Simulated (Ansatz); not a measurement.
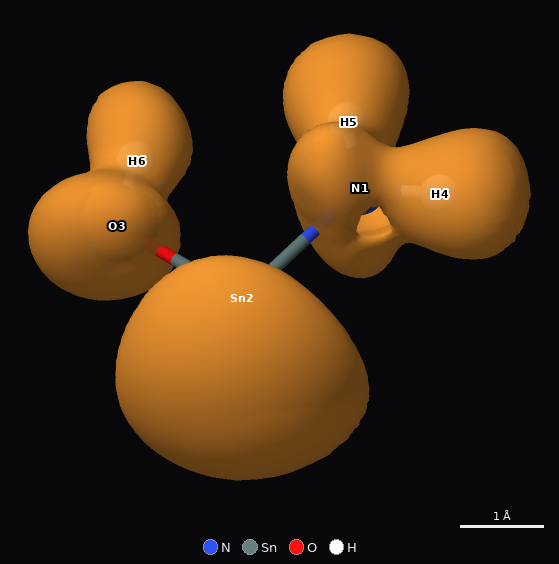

H3NOSn (SMILES [NH2][Sn][OH]). Isosurface of the electron localisation function at 0.75 (orange), seen at a tilt. Core shells and regions of very low density are left out.

Core potentials replace the inner electrons of Sn.

Level of theory: Ansatz, RKS PBE0-D4/def2-SVP.

Input file:

```
crystal:
  periodic: [false, false, false]
  atoms:
    - { symbol: "N", position_ang: [-0.9875, -0.2306, -0.9053] }
    - { symbol: Sn, position_ang: [0.2815, -1.289, 0.2173] }
    - { symbol: O, position_ang: [1.5647, -0.0659, 1.051] }
    - { symbol: H, position_ang: [-0.96619, -0.65577, -1.91738] }
    - { symbol: H, position_ang: [-1.99056, -0.41422, -0.5723] }
    - { symbol: H, position_ang: [1.044, 0.6504, 1.4897] }
basis:
  gaussian: { orbitals: def2-SVP }
hamiltonian:
  xc: pbe0
  dispersion: d4
relax:
  f_tol: 0.015
  max_steps: 40
output:
  orbitals: {}
```

Run with:

```sh
ansatz run input.yaml --threads 1 --pin off --max-ram 2048MiB --backend cpu --events-out ev --progress --plain --runs-dir out
```

The fields are those of the relaxed geometry.

**Identify the bonds, lone pairs and shells in this picture.**

At this value the surface marks out one lobe on Sn, pointing away from the bonds (lone pairs), one joined region spread over several atoms (H, N), in which their bonds and any lone pairs are merged and one joined region spread over several atoms (H, O), in which their bonds and any lone pairs are merged.

Values along the shortest contacts:
Sn–O (2.00 Å): the ELF peaks at about 0.85 in the valence shell of O, 0.6 Å from its nucleus, and drops to about 0.10 between the two atoms. Sn–N (2.04 Å): the ELF peaks at about 0.90 in the valence shell of N, 0.6 Å from its nucleus, and drops to about 0.15 between the two atoms.
